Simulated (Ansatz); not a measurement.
Geometry relaxation, with input and output: CH$_{6}$BNSi (part 1 of 2)

- system: CH$_{6}$BNSi
- method: UKS PBE-D4/STO-3G (Ansatz 0.2.0)

It belongs to a series of runs on one base structure; here: end point B relaxed. Figures and captions count atoms from 1; the log counts them from 0 in places.

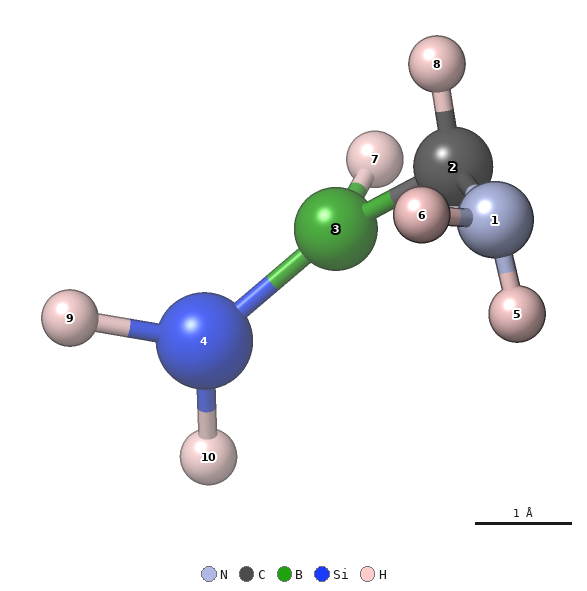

Fig. 1: The structure as given in the input (ball-and-stick view, seen at a tilt; atoms are numbered from 1 in the order of the input).

Input file:
```yaml
crystal:
  periodic: [false, false, false]
  atoms:
    - { symbol: "N", position_ang: [-1.5501, -0.58656, -0.90558] }
    - { symbol: C, position_ang: [-0.50018, -1.13339, -0.01126] }
    - { symbol: B, position_ang: [0.61735, -0.17388, 0.49198] }
    - { symbol: Si, position_ang: [1.5396, 1.38317, 0.66156] }
    - { symbol: H, position_ang: [-1.11851, -0.19778, -1.73898] }
    - { symbol: H, position_ang: [-2.02903, 0.17823, -0.43874] }
    - { symbol: H, position_ang: [1.00628, -1.21898, 0.8461] }
    - { symbol: H, position_ang: [-1.0385, -1.58764, 0.83091] }
    - { symbol: H, position_ang: [1.39649, 2.35186, 1.75159] }
    - { symbol: H, position_ang: [2.74503, 1.74763, -0.08752] }
magnetization:
  spin_polarized: true
basis:
  gaussian: { orbitals: STO-3G }
hamiltonian:
  xc: pbe
  dispersion: d4
relax:
  f_tol: 0.02
  max_steps: 50
output:
  orbitals: {}
```

Launch command:
```bash
ansatz run input.yaml --threads 1 --pin off --max-ram 2048MiB --backend cpu --events-out ev --progress --plain --runs-dir out
```

What the program printed:
```
The last accepted step is kept in [file] (removed where the run ends without a failure and the disk answers)
Engine: ansatz 0.2.0, aarch64-unknown-linux-gnu
Functional definition: PBE
  parameter kappa = 0.804
  parameter beta = 0.06672455060314922
  exchange = pbe_x(kappa = kappa, mu = beta*pi^2/3)
  correlation = pbe_c(beta = beta)
418 factors; integrals over basis functions are off by at most 2.4e-5 eV
mean field evaluation 1: about -11025.9115 eV, gradient 2.3e1 eV
mean field evaluation 2: about -10956.6378 eV, gradient 7.9e1 eV
mean field evaluation 4: about -11029.4522 eV, gradient 1.2e1 eV
mean field evaluation 8: about -11030.9803 eV, gradient 1.3e0 eV
mean field evaluation 16: about -11030.9082 eV, gradient 1.9e-3 eV
mean field evaluation 32: about -11030.9108 eV, gradient 2.3e-5 eV
mean field evaluation 64: about -11027.1664 eV, gradient 1.0e1 eV
mean field -11030.91075359 eV, -405.3784931746 hartree, gradient 5.5e-6 eV, S^2 0.090724; 11 other end points of the search recorded, 0 dependent functions left out
the calculation of the forces begins
reference -11030.91077694 eV, -405.3784940325 hartree; 19, 19 occupied and 11, 11 virtual orbitals, 418 factors
relax step   1: F+E_penalty+E_count = -11031.09315681 eV  Δ(F+E_penalty+E_count) = +0.000e0 eV  max|allowed force component| = 3.724e0 eV/Å  Δτ_max = 0.0000 Å  (228 SCF iters, accepted)
these checks for a lower state are left out or cut short: starts, cluster_reference, orbital_swaps, neighbouring_geometries, increment
418 factors; integrals over basis functions are off by at most 1.8e-5 eV
mean field evaluation 96: about -11032.0335 eV, gradient 2.4e-5 eV
mean field -11032.03351099 eV, -405.4197537479 hartree, gradient 5.7e-6 eV, S^2 0.085748; 0 other end points of the search recorded, 0 dependent functions left out
[... from here on the field's lines of each further geometry are left out, up to the last ...]
relax step   2: F+E_penalty+E_count = -11032.21557334 eV  Δ(F+E_penalty+E_count) = -1.122e0 eV  max|allowed force component| = 2.826e0 eV/Å  Δτ_max = 0.1948 Å  (62 SCF iters, accepted)
relax step   3: F+E_penalty+E_count = -11032.91817092 eV  Δ(F+E_penalty+E_count) = -7.026e-1 eV  max|allowed force component| = 3.040e0 eV/Å  Δτ_max = 0.1933 Å  (59 SCF iters, accepted)
relax step   4: F+E_penalty+E_count = -11033.42155479 eV  Δ(F+E_penalty+E_count) = -5.034e-1 eV  max|allowed force component| = 1.924e0 eV/Å  Δτ_max = 0.1984 Å  (38 SCF iters, accepted)
relax step   5: F+E_penalty+E_count = -11033.72272409 eV  Δ(F+E_penalty+E_count) = -3.012e-1 eV  max|allowed force component| = 9.183e-1 eV/Å  Δτ_max = 0.1971 Å  (35 SCF iters, accepted)
relax step   6: F+E_penalty+E_count = -11034.00937893 eV  Δ(F+E_penalty+E_count) = -2.867e-1 eV  max|allowed force component| = 7.603e-1 eV/Å  Δτ_max = 0.1952 Å  (32 SCF iters, accepted)
relax step   7: F+E_penalty+E_count = -11034.33615946 eV  Δ(F+E_penalty+E_count) = -3.268e-1 eV  max|allowed force component| = 1.323e0 eV/Å  Δτ_max = 0.1979 Å  (33 SCF iters, accepted)
relax step   8: F+E_penalty+E_count = -11034.64954143 eV  Δ(F+E_penalty+E_count) = -3.134e-1 eV  max|allowed force component| = 1.952e0 eV/Å  Δτ_max = 0.1910 Å  (31 SCF iters, accepted)
relax step   9: F+E_penalty+E_count = -11034.87348849 eV  Δ(F+E_penalty+E_count) = -2.239e-1 eV  max|allowed force component| = 1.969e0 eV/Å  Δτ_max = 0.1976 Å  (32 SCF iters, accepted)
relax step  10: F+E_penalty+E_count = -11035.02204059 eV  Δ(F+E_penalty+E_count) = -1.486e-1 eV  max|allowed force component| = 1.489e0 eV/Å  Δτ_max = 0.1407 Å  (31 SCF iters, accepted)
relax step  11: F+E_penalty+E_count = -11035.18144151 eV  Δ(F+E_penalty+E_count) = -1.594e-1 eV  max|allowed force component| = 5.485e-1 eV/Å  Δτ_max = 0.1998 Å  (31 SCF iters, accepted)
relax step  12: F+E_penalty+E_count = -11035.24298624 eV  Δ(F+E_penalty+E_count) = -6.154e-2 eV  max|allowed force component| = 6.873e-1 eV/Å  Δτ_max = 0.1938 Å  (30 SCF iters, accepted)
relax step  13: F+E_penalty+E_count = -11035.27879787 eV  Δ(F+E_penalty+E_count) = -3.581e-2 eV  max|allowed force component| = 1.301e-1 eV/Å  Δτ_max = 0.1521 Å  (30 SCF iters, accepted)
relax step  14: F+E_penalty+E_count = -11035.26736010 eV  Δ(F+E_penalty+E_count) = +1.144e-2 eV  max|allowed force component| = 7.802e-1 eV/Å  Δτ_max = 0.1390 Å  (29 SCF iters, rejected (line search))
relax step  15: F+E_penalty+E_count = -11035.28938552 eV  Δ(F+E_penalty+E_count) = -1.059e-2 eV  max|allowed force component| = 8.572e-2 eV/Å  Δτ_max = 0.0685 Å  (31 SCF iters, accepted)
relax step  16: F+E_penalty+E_count = -11035.29438943 eV  Δ(F+E_penalty+E_count) = -5.004e-3 eV  max|allowed force component| = 1.467e-1 eV/Å  Δτ_max = 0.0987 Å  (29 SCF iters, accepted)
relax step  17: F+E_penalty+E_count = -11035.29688105 eV  Δ(F+E_penalty+E_count) = -2.492e-3 eV  max|allowed force component| = 9.229e-2 eV/Å  Δτ_max = 0.0537 Å  (31 SCF iters, accepted)
relax step  18: F+E_penalty+E_count = -11035.29721446 eV  Δ(F+E_penalty+E_count) = -3.334e-4 eV  max|allowed force component| = 6.774e-2 eV/Å  Δτ_max = 0.0427 Å  (31 SCF iters, accepted)
relax step  19: F+E_penalty+E_count = -11035.29772469 eV  Δ(F+E_penalty+E_count) = -5.102e-4 eV  max|allowed force component| = 2.444e-2 eV/Å  Δτ_max = 0.0107 Å  (26 SCF iters, accepted)
the calculation of the forces begins
reference -11035.09980761 eV, -405.5324380704 hartree; 19, 19 occupied and 11, 11 virtual orbitals, 421 factors
relax step  20: F+E_penalty+E_count = -11035.29779355 eV  Δ(F+E_penalty+E_count) = -6.886e-5 eV  max|allowed force component| = 7.154e-3 eV/Å  Δτ_max = 0.0054 Å  (25 SCF iters, accepted)
421 factors; integrals over basis functions are off by at most 2.6e-5 eV
mean field evaluation 256: about -11035.0998 eV, gradient 2.4e-3 eV
```

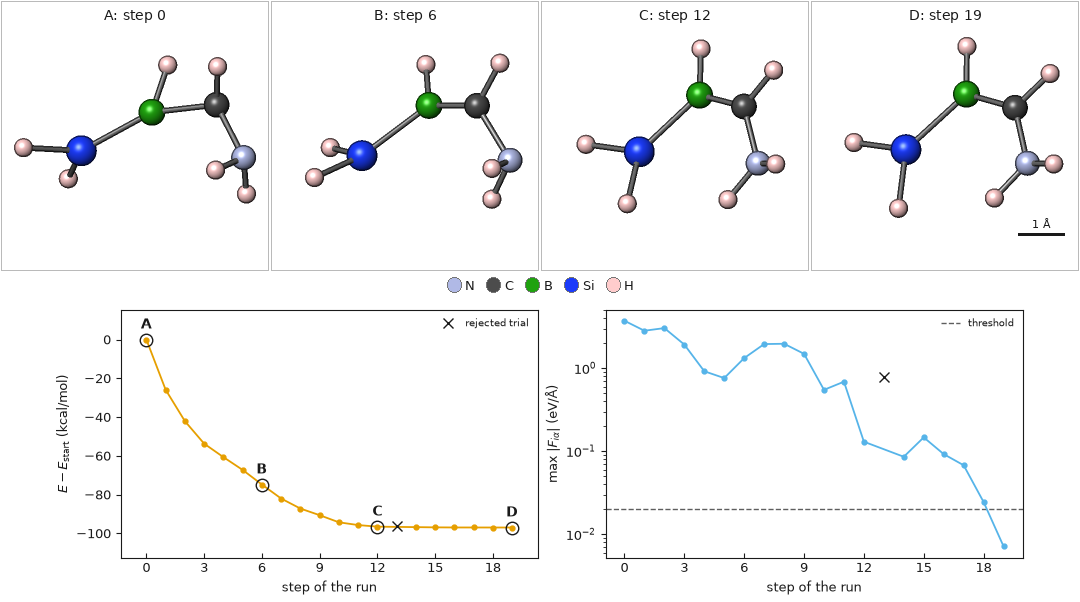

Fig. 2: Frames of the relaxation (ball-and-stick view, seen at a tilt) above the curves, on which the letters mark them (the first geometry is step 0 here and step 1 in the log).

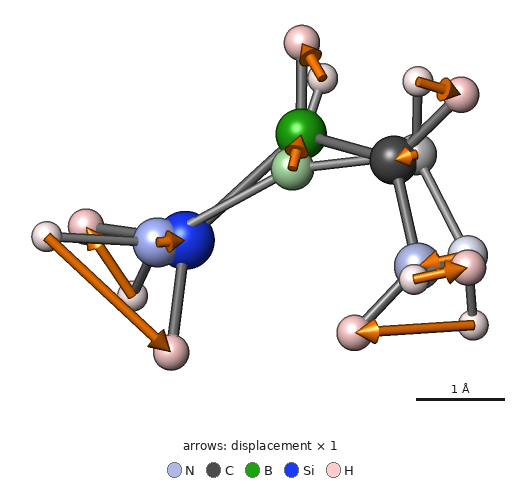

Fig. 3: Start (faint) and end (solid) with the displacements as orange arrows, at true length (ball-and-stick view, seen at a tilt). The two geometries are laid on each other by the best rigid fit. The atom that moves furthest after the best rigid fit is H9 (1.95 Å). By element the largest moves are H 1.95 Å, N 0.59 Å, B 0.48 Å, Si 0.34 Å, C 0.29 Å. Distances before and after: N1–C2 1.484 → 1.402 Å, C2–B3 1.557 → 1.479 Å, N1–H5 1.016 → 1.050 Å, C2–H8 1.098 → 1.113 Å. Among the angles that change: C2–B3–H7 77.6° → 118.5°, C2–B3–Si4 157.3° → 120.6°, B3–C2–H8 111.0° → 122.6°. The energy falls by 97.0 kcal/mol in 19 geometry steps. The largest force component goes from 3.7 to 0.0072 eV/Å. The line search rejected the trial step at point 13 (counted from 0) and went back. (Atoms are counted from 1 in the order of the input.)

```
mean field -11035.09978457 eV, -405.5324372237 hartree, gradient 1.8e-5 eV, S^2 0.000000; 2 other end points of the search recorded, 0 dependent functions left out
the calculation of the forces begins
reference -11035.09980761 eV, -405.5324380704 hartree; 19, 19 occupied and 11, 11 virtual orbitals, 421 factors
Total energy: -11035.29781659 eV, -405.5397147662 hartree
Atom 0 at    -1.415121    -0.060176    -0.547795 Å, force    -0.000695    -0.002741     0.002680 eV/Å
Atom 1 at    -0.510894    -0.889847     0.129150 Å, force     0.003990     0.003302     0.000686 eV/Å
Atom 2 at     0.879394    -0.591419     0.536883 Å, force    -0.003382    -0.007154     0.000532 eV/Å
Atom 3 at     1.544249     1.106916     0.402489 Å, force     0.001942     0.004414     0.001457 eV/Å
Atom 4 at    -1.188586     0.961757    -0.626253 Å, force     0.001748     0.002134    -0.000541 eV/Å
Atom 5 at    -2.443165    -0.268597    -0.520843 Å, force    -0.001818     0.000072    -0.001613 eV/Å
Atom 6 at     1.531297    -1.458359     0.979109 Å, force    -0.000606     0.002581    -0.001637 eV/Å
Atom 7 at    -0.979895    -1.887890     0.282626 Å, force    -0.000701    -0.001649    -0.000161 eV/Å
Atom 8 at     0.781846     2.277891    -0.034778 Å, force    -0.000642    -0.000471    -0.001088 eV/Å
Atom 9 at     2.869305     1.572382     0.799472 Å, force     0.000164    -0.000488    -0.000313 eV/Å
Dipole moment:    -0.561449     0.383332    -0.161465 e Å
```

Trajectory as extended XYZ (Å, eV, eV/Å), 20 frames, from step=1 to step=20:
```
10
Properties=species:S:1:pos:R:3:forces:R:3 step=1 energy=-11031.09316
N    -1.5501   -0.5866   -0.9056   -0.2545  -2.6605  -0.0685
C    -0.5002   -1.1334   -0.0113    0.3399   3.7245   1.0007
B     0.6173   -0.1739    0.4920   -2.1739  -2.5773  -0.9520
Si    1.5396    1.3832    0.6616    0.3658   0.0409  -0.5463
H    -1.1185   -0.1978   -1.7390    0.8640   1.0131  -1.8392
H    -2.0290    0.1782   -0.4387   -1.1896   2.0033   0.9136
H     1.0063   -1.2190    0.8461    1.5857   0.1217   1.4166
H    -1.0385   -1.5876    0.8309    0.5198  -1.6035   0.0497
H     1.3965    2.3519    1.7516   -0.1675  -0.1142  -0.0485
H     2.7450    1.7476   -0.0875    0.1104   0.0520   0.0738
10
Properties=species:S:1:pos:R:3:forces:R:3 step=2 energy=-11032.21557
N    -1.5895   -0.5646   -0.9236   -0.3812  -1.1969  -0.0745
C    -0.5425   -1.0234    0.0345    0.0946   1.9300   2.3812
B     0.6175   -0.2009    0.5120   -2.0760  -2.8259  -0.7271
Si    1.5483    1.3659    0.6188    0.1244   0.2197  -0.2058
H    -1.1216   -0.1631   -1.7752    0.2512   0.4513  -0.3276
H    -2.1017    0.2369   -0.4696   -0.2465   0.7265   0.0195
H     1.0815   -1.1898    0.9803    1.2931   0.6199   0.5880
H    -0.9734   -1.7682    0.7976    0.8025   0.1223  -1.6021
H     1.3790    2.3263    1.7179   -0.1250   0.0165  -0.1940
H     2.7710    1.7435   -0.0927    0.2628  -0.0634   0.1424
10
Properties=species:S:1:pos:R:3:forces:R:3 step=3 energy=-11032.91817
N    -1.6263   -0.5640   -0.9193   -0.4112  -0.0704   0.0676
C    -0.5999   -0.8740    0.1429   -3.0404  -2.8821   0.9495
B     0.5802   -0.2583    0.5191    1.9684  -0.2549   0.9460
Si    1.5249    1.3318    0.5781   -0.0237   0.4578  -0.0796
H    -1.1067   -0.1475   -1.7640    0.0607   0.2198   0.3871
H    -2.1496    0.2891   -0.5144    0.1266   0.0367  -0.3422
H     1.2114   -1.1524    1.0438    0.6421   0.8725  -0.3358
H    -0.9096   -1.8849    0.7114    0.6503   1.9612  -1.5835
H     1.3491    2.3125    1.6659   -0.2089   0.0423  -0.3364
H     2.7949    1.7104   -0.0634    0.2360  -0.3828   0.3273
10
Properties=species:S:1:pos:R:3:forces:R:3 step=4 energy=-11033.42156
N    -1.6738   -0.5545   -0.8927   -0.0511   0.1665  -0.1075
C    -0.6678   -0.8790    0.1944   -0.5273  -1.8814   0.6267
B     0.5865   -0.2739    0.5460    0.5583  -0.9855   0.2907
Si    1.5043    1.3412    0.5314    0.2447   0.4642   0.0388
H    -1.0952   -0.1011   -1.6856   -0.0191   0.0687   0.3664
H    -2.1929    0.3178   -0.5203    0.0448  -0.1175  -0.0107
H     1.3636   -1.0942    1.0055   -0.0168   0.6368  -0.5467
H    -0.8945   -1.9586    0.6165    0.2175   1.9236  -0.6906
H     1.2420    2.3771    1.5495   -0.1192   0.1000  -0.4357
H     2.8963    1.5878    0.0552   -0.3319  -0.3754   0.4687
10
Properties=species:S:1:pos:R:3:forces:R:3 step=5 energy=-11033.72272
N    -1.6771   -0.5367   -0.8767    0.3150   0.1779  -0.0767
C    -0.6739   -0.9062    0.2017   -0.0304  -0.6827   0.2098
B     0.6048   -0.3130    0.5395    0.5830  -0.7550  -0.0234
Si    1.4759    1.3345    0.5140    0.4215   0.3675   0.0135
H    -1.0775   -0.0303   -1.6210   -0.0841   0.0722   0.3424
H    -2.2158    0.3106   -0.4794   -0.0908  -0.2089   0.1087
H     1.4582   -1.0906    0.9191   -0.3139   0.4346  -0.3389
H    -0.9022   -1.9519    0.5990   -0.1031   0.9183  -0.2228
H     1.1408    2.4683    1.4071   -0.0555  -0.1024  -0.4573
H     2.9353    1.4781    0.1967   -0.6417  -0.2214   0.4448
10
Properties=species:S:1:pos:R:3:forces:R:3 step=6 energy=-11034.00938
N    -1.6456   -0.5179   -0.8743    0.7297   0.6623   0.2199
C    -0.6576   -0.9212    0.2002    0.0047   0.2601  -0.4241
B     0.6547   -0.3620    0.4916    0.3968  -0.5115  -0.0779
Si    1.4623    1.3196    0.4675    0.5782   0.2986   0.1081
H    -1.0491    0.0986   -1.5384   -0.2938  -0.0019   0.4201
H    -2.2769    0.2422   -0.4226   -0.0575  -0.5702  -0.0841
H     1.5199   -1.1084    0.8645   -0.2666   0.2008  -0.2151
H    -0.9432   -1.9134    0.6113   -0.2977   0.0261   0.2492
H     1.0468    2.5191    1.2438   -0.0335  -0.2942  -0.4953
H     2.9570    1.4061    0.3565   -0.7603  -0.0702   0.2992
```
